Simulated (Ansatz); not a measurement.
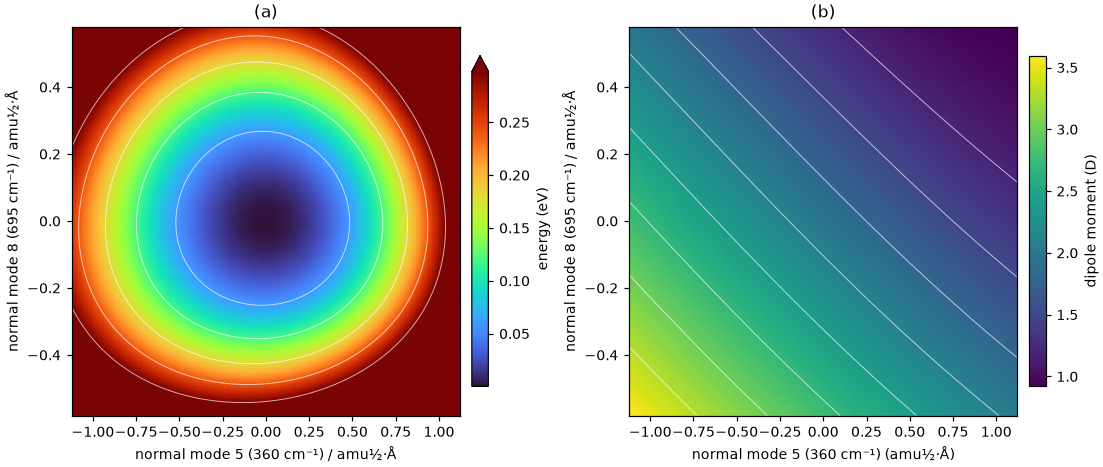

CH₃AlBrCl, SMILES [CH3][Al]([Cl])[Br]. First axis: normal mode 5 (360 cm⁻¹). Second axis: normal mode 8 (695 cm⁻¹). Nothing is relaxed (straight displacements along the two mass-weighted modes). The grid has 11 × 11 points. Points are written as (first, second). Energies are in eV, from the relaxed molecule at the same level. Method: RKS CAM-B3LYP-D4/def2-SVP (Ansatz 0.2.0).

Panel (a) is the energy and panel (b) the computed dipole moment on the same grid.

In the figure: a smooth colour map with a few white contour lines, one colour for all values above the top of the scale. Between grid points the surface is interpolated.

Q: How does the dipole moment vary over the map, and what is it at the lowest grid point?

A: Leaving out the highest fifth of the energies, it runs from 1.05 D at (0.449 amu½·Å, 0.581 amu½·Å) to 3.26 D at (−1.122 amu½·Å, −0.348 amu½·Å). At the lowest grid point, (0.000 amu½·Å, 0.000 amu½·Å), it is 1.96 D.

```csv
"normal mode 8 (695 cm⁻¹) ↓, normal mode 5 (360 cm⁻¹) →",−1.122,−0.898,−0.673,−0.449,−0.225,0.000,0.225,0.449,0.673,0.898,1.122
0.581,1.99,1.83,1.67,1.52,1.38,1.25,1.14,1.05,0.97,0.93,0.92
0.465,2.15,1.99,1.83,1.67,1.52,1.39,1.26,1.15,1.06,0.99,0.96
0.348,2.31,2.14,1.98,1.82,1.67,1.53,1.39,1.27,1.17,1.08,1.02
0.232,2.46,2.30,2.13,1.97,1.82,1.67,1.53,1.40,1.28,1.18,1.10
0.116,2.62,2.45,2.29,2.12,1.97,1.81,1.67,1.53,1.41,1.30,1.20
0.000,2.78,2.61,2.44,2.28,2.12,1.96,1.81,1.67,1.54,1.42,1.31
−0.116,2.94,2.77,2.60,2.44,2.27,2.12,1.97,1.82,1.68,1.56,1.44
−0.232,3.10,2.93,2.76,2.59,2.43,2.27,2.12,1.97,1.83,1.70,1.58
−0.348,3.26,3.09,2.92,2.76,2.59,2.43,2.28,2.13,1.99,1.85,1.72
−0.465,3.43,3.26,3.09,2.92,2.76,2.60,2.44,2.29,2.15,2.01,1.88
−0.581,3.60,3.43,3.26,3.09,2.93,2.77,2.61,2.46,2.31,2.17,2.04
```
